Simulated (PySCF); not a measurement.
Input file:

```
{"job": {"kind": "uv", "xc": "B3LYP", "basis": "def2-SVPD", "ip": true}, "charge": 0, "multiplicity": 1}
C      2.827138    -0.681034    -0.764918
C      1.887404    -0.011243    -0.096869
C      0.616615    -0.607379     0.425262
C     -0.658818    -0.044930    -0.232561
Si    -2.204124    -0.954553     0.358870
Ge    -0.880741     1.899772     0.014987
H      3.733094    -0.188560    -1.127612
H      2.726152    -1.752408    -0.970012
H      2.033820     1.062056     0.082669
H      0.562045    -0.438255     1.517176
H      0.654213    -1.702232     0.287646
H     -0.602784    -0.201964    -1.325437
H     -2.029871    -2.432717     0.192867
H     -3.403504    -0.518500    -0.419162
H     -2.447717    -0.674619     1.809423
H     -2.311059     2.316013    -0.378036
H      0.116739     2.697082    -0.846583
H     -0.644986     2.244951     1.499373
```

Launched as:

```sh
OMP_NUM_THREADS=1 python probes_run.py task.json out
```

Geometry: PBE0-D3(BJ)/def2-SVP.

Method: PySCF 2.14.0, B3LYP/def2-SVPD, SCF density, gas phase.

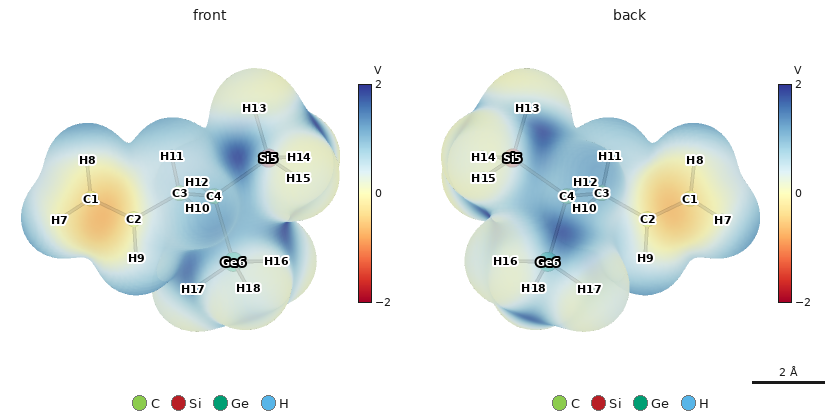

C$_{4}$H$_{12}$GeSi. The molecular electrostatic potential painted on the density surface at 0.004 e/bohr³, seen from the front and from behind; red is negative and blue positive.

**Which sites attract a positive test charge, and which a negative one?**

A positive charge is drawn to the negative regions and a negative charge to the positive ones. The most negative region (about −0.6 V) lies over the π face of C1 and C2, the most positive (about +1.8 V) over Si5 and Ge6.

**How polar is the molecule by this calculation?**

Its dipole moment is 0.62 D.
